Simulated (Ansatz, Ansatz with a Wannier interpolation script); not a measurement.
**Settings in Wannier-interpolated G0W0: Te2Pt (1T monolayer)**

Aim: vary the Wannier model and the GW settings for Te2Pt (1T monolayer) and see what the interpolated bands lose.

Main program and level: Ansatz 0.2.0; maximally localised Wannier functions, PBE, plane waves, PAW.

## Step 1: Set-up

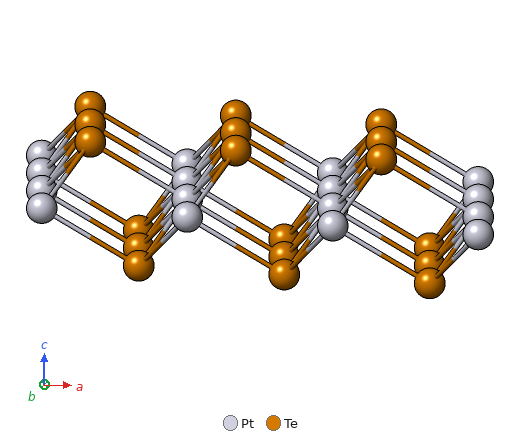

The cell as given, nearly edge on (platinum light grey, tellurium orange). 3×3×1 cells are drawn. Some periodic images of atoms are drawn too.

The cell holds 3 atoms: 1 Pt and 2 Te. Its edges and angles: a = 4.027 Å, b = 4.027 Å, c = 28.700 Å, α = 90.0°, β = 90.0°, γ = 120.0°. Vacuum lies along c.

The structure was relaxed with PBE. The structure was generated from a model, not taken from a measurement. The runs that relaxed it are not among those shown. Spin-orbit coupling is left out unless a step names it. The default PAW set here is soft_2. Its files were made with PBE. The Coulomb interaction is cut off across the vacuum.

## Step 2: Wannier model on 12×12×1

Localised functions give a small Hamiltonian that interpolates between mesh points at no cost.

File input.yaml:

```yaml
crystal:
  lattice:
    - [4.0267572105, 0.0, 0.0]
    - [-2.0133786052, 3.4872740392, 0.0]
    - [0.0, 0.0, 28.7]
  atoms:
    - { symbol: Pt, position: [0.0, 0.0, 0.5] }
    - { symbol: Te, position: [0.3333333333, 0.6666666667, 0.5483293214] }
    - { symbol: Te, position: [0.6666666667, 0.3333333333, 0.4516706786] }
  periodic: [true, true, false]
kpoints:
  mp_grid: { grid: [6, 6, 1] }
hamiltonian:
  xc: pbe
scf:
  occupations: { method: fixed }
  n_extra_bands: 197
output:
  wannier:
    kmesh: [12, 12, 1]
    projections: [{ species: Pt, l: d, shell: 5 }, { species: Te, l: p, shell: 5 }]
    minimise: true
    write_hr: true
    seedname: w
    conv_tol: 1.0e-07
    max_iter: 4000
    disentanglement:
      window: [-11.03, -0.5]
      frozen_window: [-11.03, -3.5]
      conv_tol: 1.0e-08
```

Started as:

```
$ ansatz run input.yaml --threads 8 --pin off --max-ram 18432MiB --backend cpu --events-out ev --progress --plain --runs-dir out
```

Numbers of over 12 decimals in the logs are rounded to 6 here.

The log of the run:

```text
scf.n_extra_bands = 197 over 25 filled bands (N_el = 50.0): the run solves 222 bands
Engine: ansatz 0.2.0, x86_64-unknown-linux-gnu
Pseudopotentials: kind: paw
Pseudopotential: Pt, paw, valence charge 18, recommended cutoff 420 eV (normal), Pt.paw.azcp
Pseudopotential: Te, paw, valence charge 16, recommended cutoff 420 eV (normal), Te.paw.azcp
Functional definition: PBE
  parameter kappa = 0.804
  parameter beta = 0.066725
  exchange = pbe_x(kappa = kappa, mu = beta*pi^2/3)
  correlation = pbe_c(beta = beta)
Crystal: 3 atoms, lattice volume = 403.017 Å³
Basis set: ecut = 420 eV, 7907 PW (Γ)
Bands: 222, of which v1, the nominal top of the filled ones, is band 25 counted from 1 (24 counted from 0)
Symmetry: 12 space group operations
Space group: P-3m1 (ITA 164), of the structure as read, at distance tolerance 7.4e-5 Å
k-points: 7 of 36
Non-local potential: Pt, projectors of the file, l = 0: 3, l = 1: 2, l = 2: 2, l = 3: 1
Non-local potential: Te, projectors of the file, l = 0: 2, l = 1: 2, l = 2: 2, l = 3: 2
PAW form: soft (Blöchl's): semilocal exchange-correlation on the pseudo side does not see the compensation charge
PAW one-centre angular grid: Pt, 590 points (default); XC on 64 Gauss nodes
PAW one-centre angular grid: Te, 590 points (default); XC on 64 Gauss nodes
Initial density: superposition of atomic densities (neutral atoms: chi_scale 0, normalization atom), corrected by the library's trained network
Initial wavefunctions: pseudopotential atomic-orbital guess
Functional: x = pbe(κ = 0.804, μ = 0.219515), c = pbe(β = 0.066725)
SCF iter   1: F=—  HF=-26484.011531 eV  |F-HF|=—  |Δ(HF+E_count)|=         —  Δρ=1.63e-3  dr2=1.17e-2  ethr=1.77e-3  ⟨swp⟩=4.1  Hψ=5512  notcnv=0  defer=1357
preconditioner: auto → Resta (q_TF=auto, 1.927 Å⁻¹)  ε∞=1.1  [insulator: Δε(μ)=1.019 eV  Ē_g=29.962 eV  n_scr=58 (ndim 8)  ℏωp=8.7 eV  f_vac=0.764  ε∞_Penn≈1.1  vacuum switching on, ρ_ref=6.5e-2 e/Å³]
SCF iter   2: F=—  HF=-26484.011471 eV  |F-HF|=—  |Δ(HF+E_count)|=   6.02e-5  Δρ=1.43e-3  dr2=1.76e-2  ethr=2.33e-5  ⟨swp⟩=3.0  Hψ=1983  notcnv=0  defer=1365
SCF iter   3: F=—  HF=-26484.009004 eV  |F-HF|=—  |Δ(HF+E_count)|=   2.47e-3  Δρ=5.47e-4  dr2=1.80e-3  ethr=2.33e-5  ⟨swp⟩=2.7  Hψ=305  notcnv=0  defer=1365
SCF iter   4: F=—  HF=-26484.008987 eV  |F-HF|=—  |Δ(HF+E_count)|=   1.73e-5  Δρ=1.79e-4  dr2=5.84e-5  ethr=3.61e-6  ⟨swp⟩=2.9  Hψ=318  notcnv=0  defer=1365
SCF iter   5: F=—  HF=-26484.009197 eV  |F-HF|=—  |Δ(HF+E_count)|=   2.10e-4  Δρ=4.32e-5  dr2=3.09e-6  ethr=1.17e-7  ⟨swp⟩=2.3  Hψ=1265  notcnv=0  defer=1365
SCF iter   6: F=—  HF=-26484.009208 eV  |F-HF|=—  |Δ(HF+E_count)|=   1.12e-5  Δρ=7.94e-6  dr2=1.06e-7  ethr=6.18e-9  ⟨swp⟩=3.0  Hψ=445  notcnv=0  defer=1365
SCF iter   7: F=-26484.009208 eV  HF=-26484.009208 eV  |F-HF|=8.65e-9  |Δ(HF+E_count)|=   4.83e-7  Δρ=1.50e-6  dr2=4.21e-9  ethr=2.00e-10  ⟨swp⟩=25.9  Hψ=24262  notcnv=0
SCF 1 converged in 7 iterations: F = -26484.009208 eV  dr2 = 4.21e-9
[...]
NSCF: frozen V_eff on 22 k-points
the Wannier pass solved 22 of the 144 points of its mesh, and has the states at the others by symmetry: states obtained by the crystal's operations at points that were solved too leave a residual of 2.87e-12 eV (read by the count's bands and the next), within 1.11e-5 eV
SCF converged after 7 iterations
Free energy (F): -26484.009208 eV
Harris-Foulkes:  -26484.009208 eV  (|F-HF|=8.65e-9)
Internal energy: -26484.009208 eV  (E = F + TS)
E sigma→0 (E₀):  -26484.009208 eV
Fermi energy:    -4.797298 eV
--- Per-component energies (eV) ---
  E_band       = -1594.183152
  E_kinetic    = 998.423324
  E_local      = -97548.566701  (includes V_loc(G=0)·N_el)
  E_nonlocal   = -421.773883
  E_hartree    = 48468.985689
  E_xc         = -510.147377
  E_vxc        = -510.761764  (∫ρ·V_xc dr)
  E_paw        = -18779.166867  (= ΣΔE_a)
  E_vpaw       = -1049.475698  (= ΣTr[D̂ρ^β])
  E_aug_tail   = -0.000130  (compensation charges beyond the density's cutoff)
  E_ewald      = 41308.236736
  E_smearing   = -0.000000  (= −TS)
  E_closure    = -0.000000  (closes the sum)
  Σ components = -26484.009208   (vs F -26484.009208, Δ=0.00e0)
--- Band table (eV; the first three rows and the last of 7) ---
  k-point 0: bands = [... 21 lower, -6.6658, -5.4093, -4.7973, -4.7973, -2.4654, -2.4654, -0.9799, -0.7028, ... 193 higher]
  k-point 1: bands = [... 21 lower, -7.1721, -5.5232, -5.0937, -5.0358, -3.7994, -2.7484, -0.3405, -0.1986, ... 193 higher]
  k-point 2: bands = [... 21 lower, -7.5765, -6.7061, -6.0555, -5.7019, -3.5852, -2.7870, -1.3629, 0.4395 (0.4389°), ... 193 higher]
  k-point 6: bands = [... 21 lower, -7.8359, -7.2208, -6.4312, -6.4312, -3.6990, -3.6990, -0.3645, 1.8023, ... 193 higher]
  ° read free of the cell's end (the report's vacuum.weakly_bound_levels)
  °? not known for the slab's own: over its row's bound_up_to_ev there, or no deeper under its free states than its continued_xc_part_ev in size
Wannier search: line search 1 of at most 4000: gauge-dependent spread (as the search counts it) 1.2731756 Å², largest recent change 3.4e-1 Å² and fall left 9.0e-5 Å² against conv_tol 1.0e-7 Å², 0 stops escaped
```

Run time: 71 s. Hardware: 8 threads of Intel Xeon at 2.70GHz, shared host; peak memory 4.9 GiB; 8.6 min of CPU time.

In the SCF lines HF is the Harris–Foulkes energy and dr2 the Hartree energy of the density residual, in eV; the loop may stop once dr2 is under the threshold and the program's other checks hold. Hψ counts applications of the Hamiltonian.

Numbers from this step:

| Quantity | Value |
| --- | --- |
| gauge-invariant spread | 23.67 Å² |
| diagonal spread | 0.01639 Å² |
| off-diagonal spread | 1.255 Å² |
| total spread | 24.94 Å² |
| least projectability | 0.6517 |
| localisation steps | 73 |
| disentanglement steps | 58 |
| r.m.s. interpolation error | 4.29e-4 eV |
| r.m.s. error near the gap | 6.96e-4 eV |

Near the gap the model misses directly solved bands by 0.7 meV r.m.s. and by 4 meV at most in the window tested. This tests the starting bands, not the corrections carried with them.

## Step 3: Wannier model on 6×6×1

input.yaml: that of step 2 with these lines changed.

```diff
@@ -19,3 +19,3 @@
   wannier:
-    kmesh: [12, 12, 1]
+    kmesh: [6, 6, 1]
     projections: [{ species: Pt, l: d, shell: 5 }, { species: Te, l: p, shell: 5 }]
```

The log of the run:

```text
[...]
Crystal: 3 atoms, lattice volume = 403.017 Å³
Basis set: ecut = 420 eV, 7907 PW (Γ)
Bands: 222, of which v1, the nominal top of the filled ones, is band 25 counted from 1 (24 counted from 0)
[... 1 set-up line as in the run before ...]
[...]
k-points: 7 of 36
[...]
SCF iter   1: F=—  HF=-26484.011531 eV  |F-HF|=—  |Δ(HF+E_count)|=         —  Δρ=1.63e-3  dr2=1.17e-2  ethr=1.77e-3  ⟨swp⟩=4.1  Hψ=5512  notcnv=0  defer=1357
[...]
SCF iter   7: F=-26484.009208 eV  HF=-26484.009208 eV  |F-HF|=8.65e-9  |Δ(HF+E_count)|=   4.83e-7  Δρ=1.50e-6  dr2=4.21e-9  ethr=2.00e-10  ⟨swp⟩=25.9  Hψ=24262  notcnv=0
SCF 1 converged in 7 iterations: F = -26484.009208 eV  dr2 = 4.21e-9
[...]
NSCF: frozen V_eff on 10 k-points
[...]
SCF converged after 7 iterations
Free energy (F): -26484.009208 eV
[...]
Internal energy: -26484.009208 eV  (E = F + TS)
E sigma→0 (E₀):  -26484.009208 eV
Fermi energy:    -4.797298 eV
[...]
--- Band table (eV; the first three rows and the last of 7) ---
  k-point 0: bands = [... 21 lower, -6.6658, -5.4093, -4.7973, -4.7973, -2.4654, -2.4654, -0.9799, -0.7028, ... 193 higher]
  k-point 1: bands = [... 21 lower, -7.1721, -5.5232, -5.0937, -5.0358, -3.7994, -2.7484, -0.3405, -0.1986, ... 193 higher]
  k-point 2: bands = [... 21 lower, -7.5765, -6.7061, -6.0555, -5.7019, -3.5852, -2.7870, -1.3629, 0.4395 (0.4389°), ... 193 higher]
  k-point 6: bands = [... 21 lower, -7.8359, -7.2208, -6.4312, -6.4312, -3.6990, -3.6990, -0.3645, 1.8023, ... 193 higher]
  ° read free of the cell's end (the report's vacuum.weakly_bound_levels)
[...]
WARN: <dir> 14 periodic images of 14 elements of H(R) lie 4.88e-4 to 1.95e-3 Å beyond their element's nearest image, near the 9.77e-4 Å window within which an element is shared among its images; whether they share it moves the interpolated H(k) by 1.9e-2 eV (Frobenius norm, root mean square over the Brillouin zone); at the model's own mesh points H(k) does not change
```

The job ended after 36 s (8 threads; peak memory 3.2 GiB).

This step gave:

| Property | Result |
| --- | --- |
| gauge-invariant spread | 22.31 Å² |
| diagonal spread | 0.01637 Å² |
| off-diagonal spread | 1.305 Å² |
| total spread | 23.64 Å² |
| least projectability | 0.6518 |
| localisation steps | 25 |
| disentanglement steps | 30 |
| r.m.s. interpolation error | 0.006743 eV |
| r.m.s. error near the gap | 0.01085 eV |

Near the gap the model misses directly solved bands by 10.8 meV r.m.s. and by 52 meV at most in the window tested. This tests the starting bands, not the corrections carried with them.

Frozen up to 1.30 eV; above it the model need not follow the bands. The electronic bands at the labelled points (eV, zero at the valence-band top; v1 is the highest filled band, c1 the lowest empty one):

```csv
point,v4,v3,v2,v1,c1,c2
Γ,-1.87,-0.61,0.00,0.00,2.33,2.33
M,-2.86,-2.53,-2.04,-1.58,1.70,2.08
K,-3.04,-2.42,-1.63,-1.63,1.10,1.10
Γ,-1.87,-0.61,0.00,0.00,2.33,2.33
```

The same for Kohn-Sham, solved directly:

```csv
point,v4,v3,v2,v1,c1,c2
Γ,-1.87,-0.61,0.00,0.00,2.33,2.33
M,-2.86,-2.53,-2.04,-1.58,1.68,2.08
K,-3.04,-2.42,-1.63,-1.63,1.10,1.10
Γ,-1.87,-0.61,0.00,0.00,2.33,2.33
```

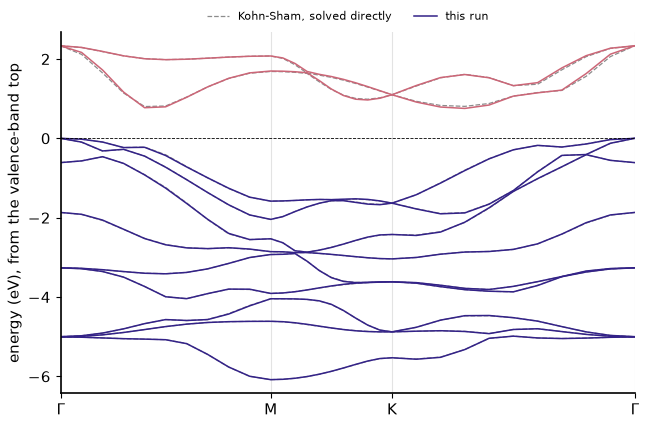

Electronic bands along the path; lines of filled and empty bands in two colours; dashed: Kohn-Sham, solved directly.

## Step 4: A faulty Wannier input

input.yaml: that of step 3 with these lines changed.

```diff
@@ -25,3 +25,3 @@
     conv_tol: 1.0e-07
-    max_iter: 4000
+    max_iter: 3
     disentanglement:
```

The log of the run:

```text
Error: invalid value for `output.wannier.max_iter`: must be ≥ 5; got 3
```

The job ended after 0.09 s (8 threads; peak memory 0.092 GiB).

The input was rejected at the start.

The program's message: “Error: invalid value for `output.wannier.max_iter`: must be ≥ 5; got 3”

The fault put into this input: too few iterations.

## Step 5: G0W0: 6×6×1 mesh, 654 empty bands, screening to 80 eV

G0W0 replaces the xc potential by the self-energy, built once from these orbitals. Only a window of levels is corrected, while the sums run over the empty bands that the input names.

This step: G0W0 on PBE, plane waves, PAW.

input.yaml, the sections that differ from step 4:

```yaml
scf:
  occupations: { method: fixed }
gw:
  n_empty_bands: 654
  ecut_chi: 80.0
  qp_bands: [v9, c2]
  screening: { model: contour_deformation }
# crystal, kpoints, hamiltonian: as in step 4
# output: removed
```

The log of the run:

```text
[...]
Crystal: 3 atoms, lattice volume = 403.017 Å³
Basis set: ecut = 420 eV, 7907 PW (Γ)
Bands: 30, of which v1, the nominal top of the filled ones, is band 25 counted from 1 (24 counted from 0)
[... 1 set-up line as in the run before ...]
[...]
k-points: 7 of 36
[...]
0    24     -4.7973   -16.0044     0.6567   -15.0317  0.6964    -5.1189    -5.1131  root
[...]
6    24     -6.4311   -23.4847     3.1196   -20.0887  0.6498    -6.7120    -6.7076  root
     6    25     -6.4311   -23.4847     3.1196   -20.0887  0.6498    -6.7120    -6.7076  root
     6    26     -3.6990   -14.0412    -2.8170   -17.1470  0.6869    -3.4049    -3.4103  root
     6    27     -3.6990   -14.0412    -2.8170   -17.1470  0.6869    -3.4049    -3.4103  root
[key lines of the parts left out:]
SCF converged after 7 iterations
Free energy (F): -26484.009208 eV
Fermi energy:    -4.797262 eV
```

The job ended after 7 min (8 threads; peak memory 8 GiB; 46 min of CPU time).

The G0W0 gap on the mesh is 1.613 eV.

## Step 6: G0W0: 3×3×1 mesh, 654 empty bands, screening to 80 eV

input.yaml: that of step 5 with these lines changed.

```diff
@@ -11,3 +11,3 @@
 kpoints:
-  mp_grid: { grid: [6, 6, 1] }
+  mp_grid: { grid: [3, 3, 1] }
 hamiltonian:
```

The log of the run:

```text
[...]
Crystal: 3 atoms, lattice volume = 403.017 Å³
Basis set: ecut = 420 eV, 7907 PW (Γ)
Bands: 30, of which v1, the nominal top of the filled ones, is band 25 counted from 1 (24 counted from 0)
[... 1 set-up line as in the run before ...]
[...]
k-points: 3 of 9
[...]
0    24     -4.6081   -16.2695     0.7855   -15.0418  0.7379    -5.0552    -5.0503  root
[...]
2    24     -6.2641   -23.5183     2.9760   -20.1245  0.7050    -6.6892    -6.6817  root
     2    25     -6.2641   -23.5183     2.9760   -20.1245  0.7050    -6.6892    -6.6817  root
     2    26     -3.5364   -14.0432    -2.7382   -17.1907  0.7317    -3.1223    -3.1271  root
     2    27     -3.5364   -14.0432    -2.7382   -17.1907  0.7317    -3.1223    -3.1271  root
[key lines of the parts left out:]
SCF converged after 7 iterations
Free energy (F): -26484.124612 eV
Fermi energy:    -4.608145 eV
```

It took 81 s on 8 threads; peak memory 3.5 GiB; 8 min of CPU time.

The G0W0 gap on the mesh is 1.923 eV.

## Step 7: G0W0: 6×6×1 mesh, 304 empty bands, screening to 48 eV, plasmon pole

input.yaml, the sections that differ from step 6:

```yaml
kpoints:
  mp_grid: { grid: [6, 6, 1] }
gw:
  n_empty_bands: 304
  ecut_chi: 48
  qp_bands: [v9, c2]
  screening: { model: godby_needs }
# crystal, hamiltonian, scf: as in step 6
```

The log of the run:

```text
[...]
Crystal: 3 atoms, lattice volume = 403.017 Å³
Basis set: ecut = 420 eV, 7907 PW (Γ)
Bands: 30, of which v1, the nominal top of the filled ones, is band 25 counted from 1 (24 counted from 0)
[... 1 set-up line as in the run before ...]
[...]
k-points: 7 of 36
[...]
0    24     -4.7973   -16.0044     0.9107   -15.0317  0.7845    -4.8592    -4.8592  root
[...]
6    24     -6.4311   -23.4847     3.2770   -20.0887  0.7679    -6.5503    -6.5502  root
     6    25     -6.4311   -23.4847     3.2770   -20.0887  0.7679    -6.5503    -6.5502  root
     6    26     -3.6990   -14.0412    -2.5500   -17.1470  0.7825    -3.1405    -3.1432  root
     6    27     -3.6990   -14.0412    -2.5500   -17.1470  0.7825    -3.1405    -3.1432  root
[key lines of the parts left out:]
SCF converged after 7 iterations
Free energy (F): -26484.009208 eV
Fermi energy:    -4.797262 eV
```

Elapsed: 1.9 min, on 8 threads; peak memory 3.2 GiB; 13 min of CPU time.

The G0W0 gap on the mesh is 1.632 eV.

## Step 8: Interpolated results

Times are wall times on 8 threads of Intel Xeon at 2.70GHz, shared host, good to a factor of about two.

```csv
GW mesh,empty bands,cutoff (eV),frequency,gap on mesh (eV),gap over zone (eV),direct gap (eV),valence width (eV),GW time
6×6×1,654,80,contour deformation,1.613,1.311,1.609,6.083,7 min
3×3×1,654,80,contour deformation,1.923,1.490,1.604,6.180,81 s
6×6×1,304,48,plasmon pole,1.632,1.301,1.687,6.406,1.9 min
```

## Step 9: Outcome

```yaml
6x6x1_mesh_654_empty_bands_screening_to_80_ev: 1.31 eV
3x3x1_mesh_654_empty_bands_screening_to_80_ev: 1.49 eV
6x6x1_mesh_304_empty_bands_screening_to_48_ev_plasmon_pole: 1.30 eV
```

**Reading.** The largest change, +0.18 eV in the gap over the zone, comes with 3×3×1 mesh, 654 empty bands, screening to 80 eV. The first run is a reference, not a converged one, and where a row moves several settings no single cause can be named. Rows on another GW mesh add that mesh's corrections to the bands of the one model. Coarser Wannier mesh (6×6×1): the miss near the gap goes from under 1 (the model on 12×12×1) to 11 meV and the total spread from 24.9 to 23.6 Å². With 3×3×1 mesh, 654 empty bands, screening to 80 eV the gap over the zone moves by +0.18 eV and that on the mesh by +0.31 eV. With 6×6×1 mesh, 304 empty bands, screening to 48 eV, plasmon pole the gap over the zone moves by −0.01 eV and that on the mesh by +0.02 eV. Gaps over the zone and on the mesh differ where an edge lies off the mesh, or where a GW run starts from another density: the starting gap over the zone is 0.767 eV, on the GW meshes it is 0.998 eV and 1.072 eV. The runs have no spin polarisation. For a closed low-spin shell that is the natural state; where a d or f shell is open it is a constraint, and the gap is then not the crystal's own. With d states at the gap, one-shot GW leans hard on its start. The many-body steps are scalar-relativistic: spin-orbit coupling is not in them.

[Paths, hosts, dates, memory and timing lines, banners, echoed tables and standing remarks are left out of the program output.]

[Logs are printed without paths, hosts, clocks, repeated set-up lines and the standing remarks that a program may print on its own settings, such as how far it seeks lower states.]

[Runs of the session that timed out or met a known fault of the program may be left out.]

[Hosts, paths, dates, database ids (printed as entryN), source tags and the programs' standing remarks are cut or masked in the printed files.]
